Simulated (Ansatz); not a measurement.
**Geometry relaxation of Au (part 3 of 3)**

The same run, continued: Au (slab, 5 atoms in the cell); DFT, PBEsol, PAW with Ansatz's default frozen-core files, scalar-relativistic, no spin polarisation (Ansatz 0.2.0); cutoff 420 eV, 14×10×1 k-mesh, Fermi–Dirac smearing of 0.08 eV. It belongs to a series of runs on one base structure; here: atoms relaxed, PAW files.

Geometry of the input (Å; fractional positions):
```
2.8876  0.0000  0.0000
0.0000  4.0836  0.0000
0.0000  0.0000  21.7751
Au 0.0000  0.0000  0.3674
Au 0.5000  0.5000  0.4337
Au 0.0000  0.0000  0.5000
Au 0.5000  0.5000  0.5663
Au 0.0000  0.0000  0.6326
```

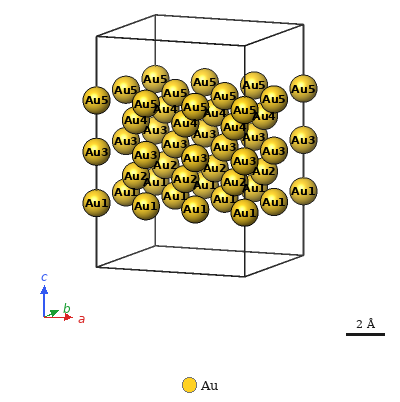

**Figure 1.** The geometry at step 5 of the log (spheres-only view of the 3 × 2 repeat of the cell, with the vacuum cut short, seen slightly off an axis; atoms are numbered from 1 in the order of the input).

## Notes

Warnings of the run: the SCF threshold is looser than advised for the printed stress; the exchange-correlation potential is rough where the density is thin. Spin–orbit coupling is left out, which matters for Au.
